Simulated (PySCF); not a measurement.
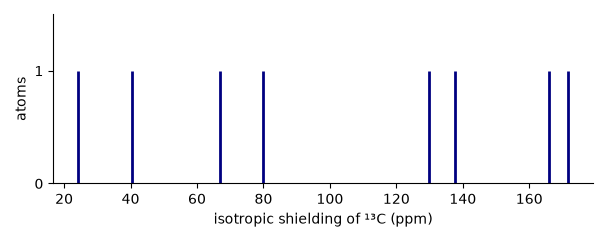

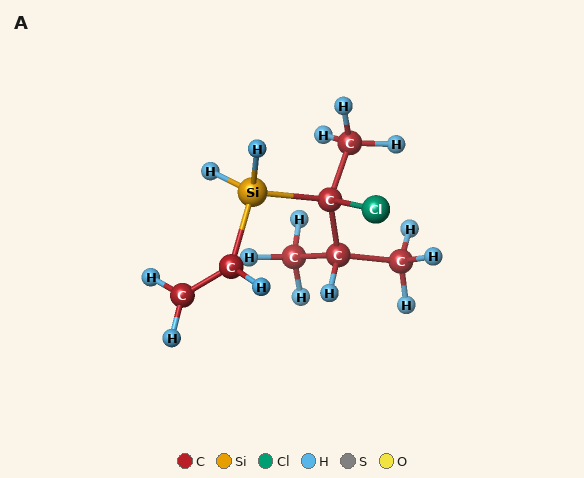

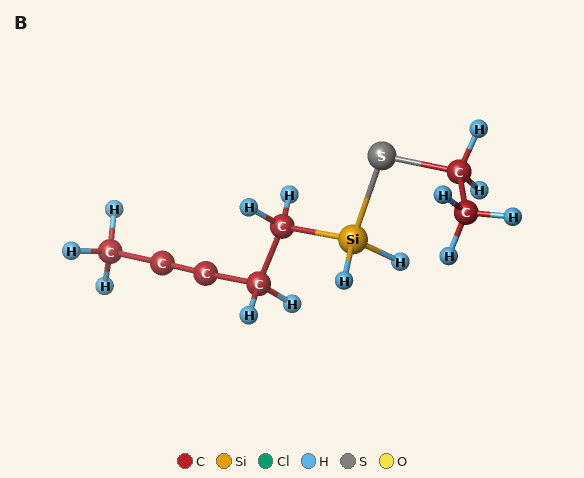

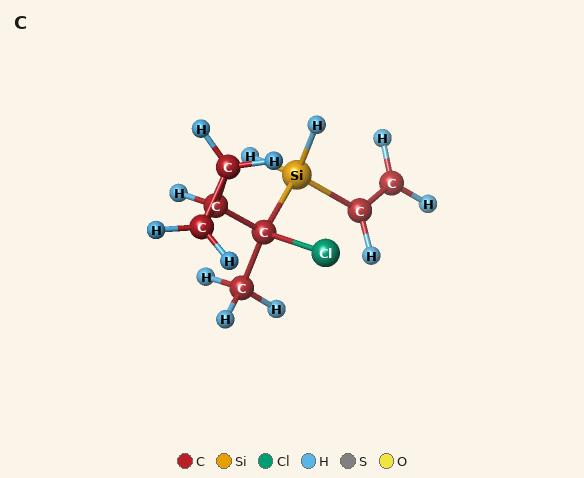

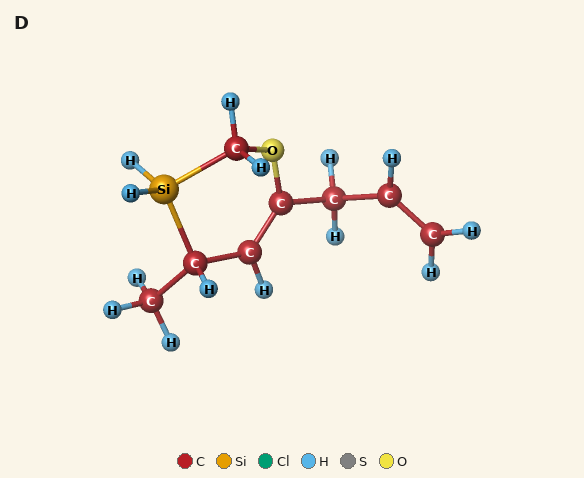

The sticks are computed shieldings of one of the molecules, for one fixed geometry (GFN2-xTB) without averaging over rotations. Low shielding means a high chemical shift. Method: GIAO PBE0/pcSseg-1 NMR shielding, non-relativistic, gas phase (PySCF 2.14.0).

### Which molecule gives this pattern?

D, `C=CCC1=C[C@H](C)[SiH2]CO1`. Its 8 C atoms give lines at 24.1, 40.5, 66.9, 79.8, 129.7, 137.6, 166.0, 171.8 ppm.

The geometry is semi-empirical. Around Si such bond lengths and angles can be off by a tenth of an ångström or more and by several degrees, and values that hang on the shape move with them.
